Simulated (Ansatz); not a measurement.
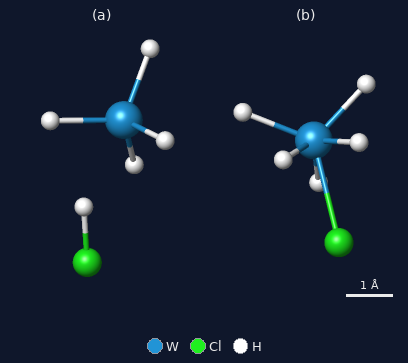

The structure of WH5Cl before (left) and after (right) a relaxation, at one scale.

The picture is a ball-and-stick view, seen from a free direction.

The run prepares an end point of a later path (reaction) calculation, from a guessed geometry.

Method: Ansatz 0.2.0, RKS PBE0-D4/def2-SVP.

Input
```yaml
crystal:
  periodic: [false, false, false]
  atoms:
    - { symbol: W, position_ang: [-0.368324, 0.046537, -0.560184] }
    - { symbol: Cl, position_ang: [1.161853, -0.134565, 2.676312] }
    - { symbol: H, position_ang: [1.721836, 0.028257, 1.476581] }
    - { symbol: H, position_ang: [0.498842, 1.472194, -0.247126] }
    - { symbol: H, position_ang: [-1.780624, -0.003739, 0.384152] }
    - { symbol: H, position_ang: [0.692986, -1.252557, -0.29221] }
    - { symbol: H, position_ang: [-0.705269, -0.156126, -2.216225] }
basis:
  gaussian: { orbitals: def2-SVP }
hamiltonian:
  xc: pbe0
  dispersion: d4
relax:
  f_tol: 0.03
  max_steps: 50
```

Run as
```bash
ansatz run input.yaml --threads 1 --pin off --max-ram 2048MiB --backend cpu --events-out ev --progress --plain --runs-dir out
```

**Summarise the run.**

Over 14 geometry steps the energy falls by 49.4 kcal/mol. The largest force component goes from 1.1 to 0.016 eV/Å. The largest move after the best rigid fit is that of Cl2, 1.38 Å. By element the largest moves are Cl 1.38 Å, H 1.10 Å, W 0.60 Å. Among the contacts that change: W1–H3 2.918 → 1.653 Å, W1–Cl2 3.585 → 2.383 Å, Cl2–H3 1.334 → 2.409 Å, W1–H6 1.699 → 1.654 Å. New bonds form, among them: W1–Cl2 (3.58 → 2.38 Å), W1–H3 (2.92 → 1.65 Å). Bonds break, among them: Cl2–H3 (1.33 → 2.41 Å). Among the angles between lasting bonds that change: H6–W1–H7 100.7° → 67.4°, H5–W1–H6 114.1° → 127.3°, H4–W1–H6 107.1° → 118.7°. The run took 25 s on 1 thread of AMD EPYC 9R45 96-Core Processor (Zen 5), with other jobs on the host, peak memory 0.18 GiB.

Limits of the set-up: the start holds two separate molecules, 2.4 Å apart at their closest, whose relative position is a soft coordinate.
